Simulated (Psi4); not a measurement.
Interaction calculation of Cl₄ (part 1 of 2)

The run: interaction calculation of Cl₄, SMILES ClCl.ClCl. Method and program: SAPT2+3/jun-cc-pVDZ, RHF (Psi4 1.11).

The geometry comes from this level: GFN2-xTB.

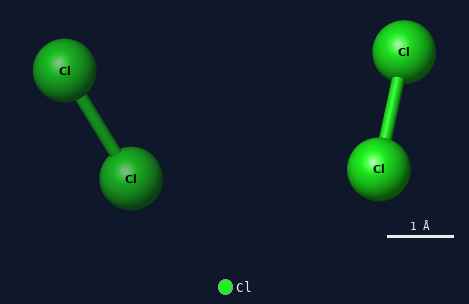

*The structure (ball-and-stick view, seen at a tilt).*

Bond lengths as drawn: Cl–Cl 2.01 to 2.02 Å.

### Summary

```json
{"quantity": "outcome", "value": "converged"}
{"quantity": "SCF energy", "value": "−1837.927956 hartree"}
{"quantity": "basis functions", "value": "88"}
{"quantity": "hardware", "value": "1 thread of Intel Xeon (Granite Rapids), 64 GiB of memory available, shared host"}
{"quantity": "wall time", "value": "6.9 s"}
{"quantity": "peak memory", "value": "0.33 GiB"}
```

### Input (cl4.in)
```
memory 1.6 GB

molecule {
  0 1
  Cl     0.432050    -1.651820     0.754980
  Cl    -1.447250    -1.515070     0.041450
  --
  0 1
  Cl     1.561850     4.526100    -0.123220
  Cl     1.143870     3.914350    -1.999420
  symmetry c1
  no_reorient
  no_com
}

set basis jun-cc-pVDZ
set reference rhf
set scf_type df
set freeze_core true

result, w = energy('sapt2+3', return_wfn=True)
print_variables()
```

Command:
```bash
psi4 cl4.in cl4.out -n 1
```

### What the program printed
```
Psi4 1.11 release

   => Loading Basis Set <=

    Name: JUN-CC-PVDZ
    Role: ORBITAL
    Keyword: BASIS

   => Loading Basis Set <=

    Name: JUN-CC-PVDZ
    Role: ORBITAL
    Keyword: BASIS

  //>>>>>>>>>>>>>>>>>>>>>>>>>>>>>>>>>>>//
  //              Dimer HF             //
  //<<<<<<<<<<<<<<<<<<<<<<<<<<<<<<<<<<<//

   => Loading Basis Set <=

    Name: JUN-CC-PVDZ
    Role: ORBITAL
    Keyword: BASIS

         ---------------------------------------------------------
                                   SCF
                              RHF Reference
                        1 Threads,   1525 MiB Core
         ---------------------------------------------------------

  ==> Geometry <==

    Molecular point group: c1
    Full point group: C1

    Geometry (in Angstrom), charge = 0, multiplicity = 1:

       Center              X                  Y                   Z               Mass
    ------------   -----------------  -----------------  -----------------  -----------------
         CL           0.432050000000    -1.651820000000     0.754980000000    34.968852682000
         CL          -1.447250000000    -1.515070000000     0.041450000000    34.968852682000
         CL           1.561850000000     4.526100000000    -0.123220000000    34.968852682000
         CL           1.143870000000     3.914350000000    -1.999420000000    34.968852682000

  Running in c1 symmetry.

  Rotational constants: A =      0.12075  B =      0.00995  C =      0.00956 [cm^-1]
  Rotational constants: A =   3619.84462  B =    298.20255  C =    286.56122 [MHz]
  Nuclear repulsion =  247.024518482116775

  Charge       = 0
  Multiplicity = 1
  Electrons    = 68
  Nalpha       = 34
  Nbeta        = 34

  ==> Algorithm <==

  SCF Algorithm Type is DF.
  DIIS enabled.
  MOM disabled.
  Fractional occupation disabled.
  Guess Type is SAD.
  Energy threshold   = 1.00e-08
  Density threshold  = 1.00e-08
  Integral threshold = 1.00e-12

  ==> Primary Basis <==

  Basis Set: JUN-CC-PVDZ
    Blend: JUN-CC-PVDZ
    Number of shells: 40
    Number of basis functions: 88
    Number of Cartesian functions: 92
    Spherical Harmonics?: true
    Max angular momentum: 2

   => Loading Basis Set <=

    Name: (JUN-CC-PVDZ AUX)
    Role: JKFIT
    Keyword: DF_BASIS_SCF

  ==> Integral Setup <==

  DFHelper Memory: AOs need 0.025 GiB; user supplied 1.118 GiB.
  SCF_SUBTYPE=INCORE selected. In-core MEM_DF algorithm will be used.
  Using in-core AOs.

  ==> MemDFJK: Density-Fitted J/K Matrices <==

    J tasked:                   Yes
    K tasked:                   Yes
    wK tasked:                   No
    Memory [MiB]:              1144
    Algorithm:                 Core
    Schwarz Cutoff:           1E-12
    Mask sparsity (%):      20.4029
    Fitting Condition:        1E-10

   => Auxiliary Basis Set <=

  Basis Set: (JUN-CC-PVDZ AUX)
    Blend: JUN-CC-PVDZ-JKFIT
    Number of shells: 156
    Number of basis functions: 484
    Number of Cartesian functions: 560
    Spherical Harmonics?: true
    Max angular momentum: 3

  Minimum eigenvalue in the overlap matrix is 6.9502248418E-03.
  Reciprocal condition number of the overlap matrix is 1.8024729967E-03.
    Using symmetric orthogonalization.

  ==> Pre-Iterations <==

  SCF Guess: Superposition of Atomic Densities via on-the-fly atomic UHF (no occupation information).

   -------------------------
    Irrep   Nso     Nmo
   -------------------------
     A         88      88
   -------------------------
    Total      88      88
   -------------------------

  ==> Iterations <==

                           Total Energy        Delta E     RMS |[F,P]|

   @DF-RHF iter SAD: -1837.58561931681015   -1.83759e+03   0.00000e+00
   @DF-RHF iter   1: -1837.90047549675114   -3.14856e-01   2.32393e-03 DIIS/ADIIS
   @DF-RHF iter   2: -1837.92473350578280   -2.42580e-02   8.50471e-04 DIIS/ADIIS
   @DF-RHF iter   3: -1837.92771080952230   -2.97730e-03   1.63725e-04 DIIS/ADIIS
   @DF-RHF iter   4: -1837.92795014359217   -2.39334e-04   2.65061e-05 DIIS
   @DF-RHF iter   5: -1837.92795637638096   -6.23279e-06   3.82921e-06 DIIS
   @DF-RHF iter   6: -1837.92795648491688   -1.08536e-07   4.44935e-07 DIIS
   @DF-RHF iter   7: -1837.92795648642937   -1.51249e-09   9.01277e-08 DIIS
   @DF-RHF iter   8: -1837.92795648646961   -4.02451e-11   1.91098e-08 DIIS
   @DF-RHF iter   9: -1837.92795648647120   -1.59162e-12   5.27759e-09 DIIS
  Energy and wave function converged.

  ==> Post-Iterations <==

    Orbital Energies [Eh]
    ---------------------

    Doubly Occupied:

       1A   -104.899759     2A   -104.899738     3A   -104.899604
       4A   -104.899583     5A    -10.623703     6A    -10.623604
       7A    -10.623578     8A    -10.623478     9A     -8.091836
      10A     -8.091743    11A     -8.091630    12A     -8.091533
      13A     -8.086545    14A     -8.086544    15A     -8.086518
      16A     -8.086518    17A     -8.086444    18A     -8.086443
      19A     -8.086417    20A     -8.086417    21A     -1.219306
      22A     -1.218629    23A     -1.022975    24A     -1.022702
      25A     -0.596032    26A     -0.595611    27A     -0.568821
      28A     -0.568804    29A     -0.568508    30A     -0.568448
      31A     -0.450671    32A     -0.450645    33A     -0.450427
      34A     -0.450387

    Virtual:

      35A      0.012172    36A      0.013309    37A      0.104046
      38A      0.114902    39A      0.120576    40A      0.121754
      41A      0.128948    42A      0.132950    43A      0.136216
      44A      0.149734    45A      0.153190    46A      0.160077
      47A      0.161003    48A      0.168621    49A      0.185069
      50A      0.200465    51A      0.305683    52A      0.307221
      53A      0.724616    54A      0.726924    55A      0.754673
      56A      0.755042    57A      0.755170    58A      0.755916
      59A      0.828975    60A      0.833811    61A      0.876132
      62A      0.878020    63A      0.881091    64A      0.883538
      65A      0.887262    66A      0.899460    67A      0.901363
      68A      0.909015    69A      0.912651    70A      0.912843
      71A      0.913235    72A      0.918692    73A      0.969215
      74A      0.969246    75A      0.969412    76A      0.969445
      77A      1.043468    78A      1.061897    79A      1.161834
      80A      1.175100    81A      1.175353    82A      1.176196
      83A      1.176783    84A      1.191241    85A      1.212314
      86A      1.215132    87A      1.676554    88A      1.678688

    Final Occupation by Irrep:
              A
    DOCC [    34 ]
    NA   [    34 ]
    NB   [    34 ]

  @DF-RHF Final Energy: -1837.92795648647120

   => Energetics <=

    Nuclear Repulsion Energy =            247.0245184821167754
    One-Electron Energy =               -3032.0977448678595465
    Two-Electron Energy =                 947.1452698992712840
    Total Energy =                      -1837.9279564864714303

Computation Completed

Properties will be evaluated at   0.000000,   0.000000,   0.000000 [a0]

Properties computed using the SCF density matrix

 Multipole Moments:

 ------------------------------------------------------------------------------------
     Multipole            Electronic (a.u.)      Nuclear  (a.u.)        Total (a.u.)
 ------------------------------------------------------------------------------------

 L = 1.  Multiply by 2.5417464519 to convert [e a0] to [Debye]
 Dipole X            :        -54.3083547           54.3085368            0.0001821
 Dipole Y            :       -169.4150051          169.4149298           -0.0000753
 Dipole Z            :         42.6048032          -42.6049526           -0.0001494
 Magnitude           :                                                    0.0002473

 ------------------------------------------------------------------------------------

	total time  =          1 seconds =       0.02 minutes

  //>>>>>>>>>>>>>>>>>>>>>>>>>>>>>>>>>>>//
  //            Monomer A HF           //
  //<<<<<<<<<<<<<<<<<<<<<<<<<<<<<<<<<<<//

  ==> Geometry <==

    Molecular point group: c1
    Full point group: C1

    Geometry (in Angstrom), charge = 0, multiplicity = 1:

       Center              X                  Y                   Z               Mass
    ------------   -----------------  -----------------  -----------------  -----------------
         CL           0.432050000000    -1.651820000000     0.754980000000    34.968852682000
         CL          -1.447250000000    -1.515070000000     0.041450000000    34.968852682000
      Gh(CL)          1.561850000000     4.526100000000    -0.123220000000    34.968852682000
      Gh(CL)          1.143870000000     3.914350000000    -1.999420000000    34.968852682000

  Running in c1 symmetry.

  Rotational constants: A =      0.12075  B =      0.00995  C =      0.00956 [cm^-1]
  Rotational constants: A =   3619.84462  B =    298.20255  C =    286.56122 [MHz]
  Nuclear repulsion =   75.902777537769992

  Charge       = 0
  Multiplicity = 1
  Electrons    = 34
  Nalpha       = 17
  Nbeta        = 17

  ==> Iterations <==

                           Total Energy        Delta E     RMS |[F,P]|

   @DF-RHF iter SAD:  -918.79453343005775   -9.18795e+02   0.00000e+00
   @DF-RHF iter   1:  -918.95022197160472   -1.55689e-01   1.64511e-03 DIIS/ADIIS
   @DF-RHF iter   2:  -918.96238189059306   -1.21599e-02   6.01589e-04 DIIS/ADIIS
   @DF-RHF iter   3:  -918.96387184010371   -1.48995e-03   1.15859e-04 DIIS/ADIIS
   @DF-RHF iter   4:  -918.96399182393498   -1.19984e-04   1.87663e-05 DIIS
   @DF-RHF iter   5:  -918.96399494676200   -3.12283e-06   2.70234e-06 DIIS
   @DF-RHF iter   6:  -918.96399500093935   -5.41773e-08   3.03927e-07 DIIS
   @DF-RHF iter   7:  -918.96399500167479   -7.35440e-10   2.49236e-08 DIIS
   @DF-RHF iter   8:  -918.96399500168002   -5.22959e-12   4.66708e-09 DIIS
  Energy and wave function converged.

  ==> Post-Iterations <==

    Final Occupation by Irrep:
              A
    DOCC [    17 ]
    NA   [    17 ]
    NB   [    17 ]

  @DF-RHF Final Energy:  -918.96399500168002

   => Energetics <=

    Nuclear Repulsion Energy =             75.9027775377699925
    One-Electron Energy =               -1420.8116442658811138
    Two-Electron Energy =                 425.9448717264310744
    Total Energy =                       -918.9639950016801322

Computation Completed

Properties will be evaluated at   0.000000,   0.000000,   0.000000 [a0]

Properties computed using the SCF density matrix

 Multipole Moments:

 ------------------------------------------------------------------------------------
     Multipole            Electronic (a.u.)      Nuclear  (a.u.)        Total (a.u.)
 ------------------------------------------------------------------------------------

 L = 1.  Multiply by 2.5417464519 to convert [e a0] to [Debye]
 Dipole X            :         32.6135447          -32.6136494           -0.0001046
 Dipole Y            :        101.7367254         -101.7374311           -0.0007057
 Dipole Z            :        -25.5852930           25.5855878            0.0002948
 Magnitude           :                                                    0.0007719

 ------------------------------------------------------------------------------------

	total time  =          1 seconds =       0.02 minutes

  //>>>>>>>>>>>>>>>>>>>>>>>>>>>>>>>>>>>//
  //            Monomer B HF           //
  //<<<<<<<<<<<<<<<<<<<<<<<<<<<<<<<<<<<//

  ==> Geometry <==

    Molecular point group: c1
    Full point group: C1

    Geometry (in Angstrom), charge = 0, multiplicity = 1:

       Center              X                  Y                   Z               Mass
    ------------   -----------------  -----------------  -----------------  -----------------
      Gh(CL)          0.432050000000    -1.651820000000     0.754980000000    34.968852682000
      Gh(CL)         -1.447250000000    -1.515070000000     0.041450000000    34.968852682000
         CL           1.561850000000     4.526100000000    -0.123220000000    34.968852682000
         CL           1.143870000000     3.914350000000    -1.999420000000    34.968852682000

  Running in c1 symmetry.

  Rotational constants: A =      0.12075  B =      0.00995  C =      0.00956 [cm^-1]
  Rotational constants: A =   3619.84462  B =    298.20255  C =    286.56122 [MHz]
  Nuclear repulsion =   75.814329746497791

  Charge       = 0
  Multiplicity = 1
  Electrons    = 34
  Nalpha       = 17
  Nbeta        = 17

  ==> Iterations <==

                           Total Energy        Delta E     RMS |[F,P]|

   @DF-RHF iter SAD:  -918.79108035642560   -9.18791e+02   0.00000e+00
   @DF-RHF iter   1:  -918.95025418821831   -1.59174e-01   1.64172e-03 DIIS/ADIIS
   @DF-RHF iter   2:  -918.96236710081610   -1.21129e-02   6.00144e-04 DIIS/ADIIS
   @DF-RHF iter   3:  -918.96384995260939   -1.48285e-03   1.15559e-04 DIIS/ADIIS
   @DF-RHF iter   4:  -918.96396925954605   -1.19307e-04   1.86970e-05 DIIS
   @DF-RHF iter   5:  -918.96397235820757   -3.09866e-06   2.69926e-06 DIIS
   @DF-RHF iter   6:  -918.96397241221928   -5.40117e-08   3.04688e-07 DIIS
   @DF-RHF iter   7:  -918.96397241295767   -7.38396e-10   2.50533e-08 DIIS
   @DF-RHF iter   8:  -918.96397241296347   -5.79803e-12   4.72561e-09 DIIS
  Energy and wave function converged.

  ==> Post-Iterations <==

    Orbital Energies [Eh]
    ---------------------

    Doubly Occupied:

       1A   -104.900288     2A   -104.900286     3A    -10.624240
       4A    -10.624118     5A     -8.092374     6A     -8.092169
       7A     -8.087074     8A     -8.087073     9A     -8.087066
      10A     -8.087065    11A     -1.219173    12A     -1.023511
      13A     -0.596139    14A     -0.569050    15A     -0.569037
      16A     -0.451195    17A     -0.451194

    Virtual:
```
